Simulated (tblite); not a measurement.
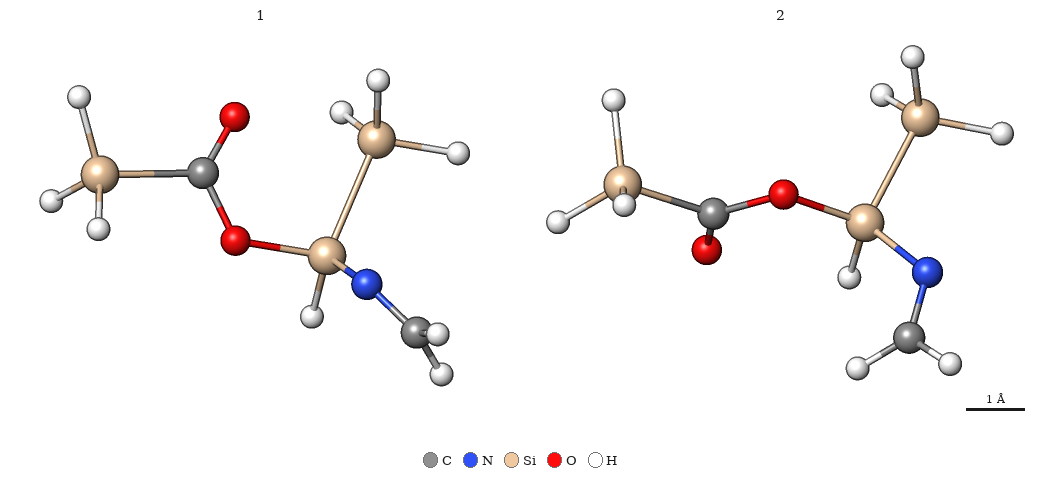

Two geometries of C₂H₉NO₂Si₃, drawn at one scale. One is the start of a relaxation, the other its converged end. Style: ball-and-stick. Shown at a tilt.

Computed with tblite 0.8.0, GFN2-xTB geometry optimisation, gas phase. 

Which one is relaxed?

Answer. Structure 1 is the relaxed one. Over 236 geometry steps the energy falls by 21.0 kcal/mol. The atom that moves furthest after the best rigid fit is an O atom (2.56 Å). Largest moves by element: O 2.56 Å, H 1.85 Å, N 0.78 Å, C 0.73 Å, Si 0.67 Å. Some distances before and after: O–Si 4.385 → 2.585 Å, C–O 1.398 → 1.311 Å, N–Si 1.788 → 1.715 Å, Si–Si 2.228 → 2.301 Å. Among the angles between lasting bonds that change: O–Si–H 112.6° → 97.9°, C–N–Si 120.7° → 134.1°, Si–Si–H 109.8° → 121.1°. Groups turn about O–Si by about 110°, C–Si by about 85°, N–Si by about 80°. The run took 1.8 s on 1 thread of Arm Neoverse V2, on a shared host.
